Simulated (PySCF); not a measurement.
**CH8ClO2Si3 (SMILES [SiH2]OC[SiH2]O[SiH2]Cl) (doublet): density, localisation and related maps**

Input file:

```
{"job": {"kind": "epr", "basis": "pcH-1"}, "charge": 0, "multiplicity": 2}
Si    -2.118654     1.330803     0.525831
O     -1.134062     0.065404     0.300438
C     -1.012639    -0.727550    -0.880775
Si     0.576023    -1.740735    -0.621849
O      1.736372    -0.687220    -0.189962
Si     2.117112     0.793659     0.342514
Cl     1.534308     2.149832    -1.008363
H     -3.529157     0.957447     0.441572
H     -1.800831     2.462905    -0.335429
H     -1.911098    -1.339925    -0.993106
H     -0.956254    -0.072355    -1.755279
H      0.417456    -2.643498     0.512968
H      1.059529    -2.351077    -1.855894
H      3.570877     0.746060     0.386526
H      1.446606     1.064238     1.603241
```

Launched as:

```sh
OMP_NUM_THREADS=1 python probes_run.py task.json out
```

Geometry: GFN2-xTB.

The calculation used PySCF 2.14.0, density-fitted response routines, UKS B3LYP, pcH-1 on C Cl H O Si, non-relativistic, mean-field spin-orbit, GIAO.

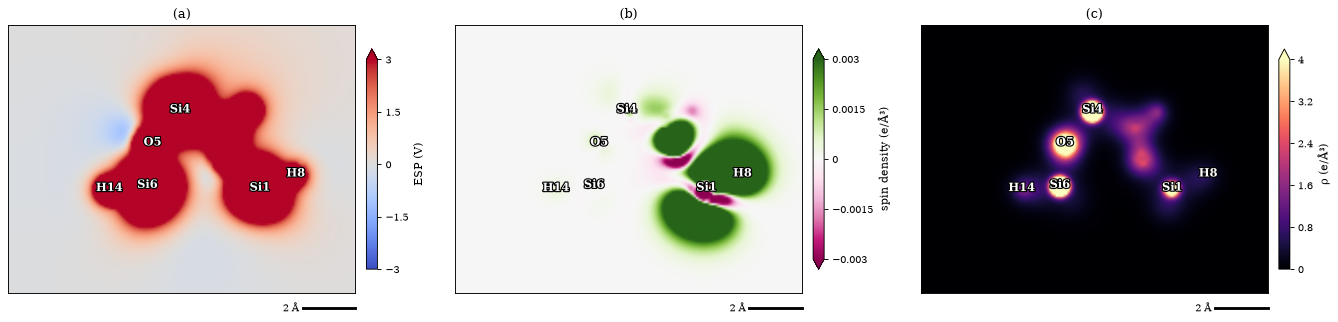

Figure 1. (a) electrostatic potential; (b) spin density; (c) electron density on the plane of atoms O5, Si6 and H14.

> What do the fields say about this system?

The section cuts through Si, O and H sites.
Si–O (1.63 Å): ρ is about 0.84 e/Å³ halfway.
Si–H (1.46 Å): ρ at the midpoint is about 0.72 e/Å³.
The unpaired spin (1 electron) lies mostly on Si1 (about 0.8), in electrons by Hirshfeld's partition.
Outside the dense part of the molecule the potential is most negative (−1.0 V) near O5.

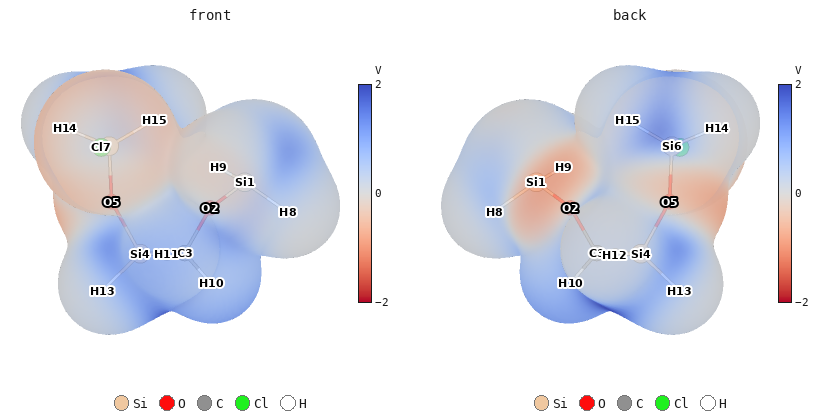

Figure 2. The electrostatic potential painted on the density surface at 0.002 e/bohr³, seen from the front and from behind; red is negative and blue positive.

> Where is the surface potential most negative and most positive?

The most negative region (about −0.9 V) lies over O2, the most positive (about +1.9 V) over Si4.
